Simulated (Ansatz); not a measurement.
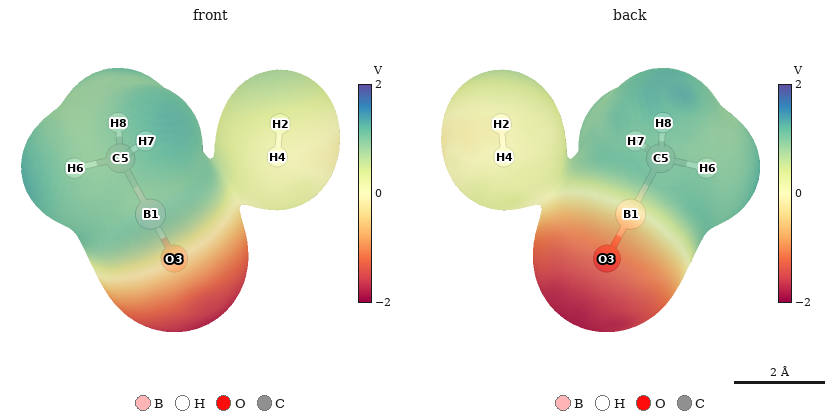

The picture shows: CH3BO···H2. The molecular electrostatic potential painted on the density surface at 0.002 e/bohr³, seen from the front and from behind; the colour scale runs from red (negative) to blue (positive).

Method: Ansatz 0.2.0, RKS BLYP/def2-SVPD.

```xyz
8

B     0.2623   -1.0537    0.2711
H     0.0339    1.1741   -2.5149
O     0.6313   -1.9931   -0.4122
H     0.2443    0.4386   -2.5451
C    -0.2037    0.1313    1.1359
H    -0.2380   -0.1499    2.2057
H     0.4858    0.9905    1.0264
H    -1.2158    0.4625    0.8331
```

Question: Where is the surface potential most negative and most positive?

Answer: The most negative region (about −1.8 V) lies over O3, the most positive (about +1.3 V) over H6, H7 and H8. O3 is the likeliest acceptor of a hydrogen bond.
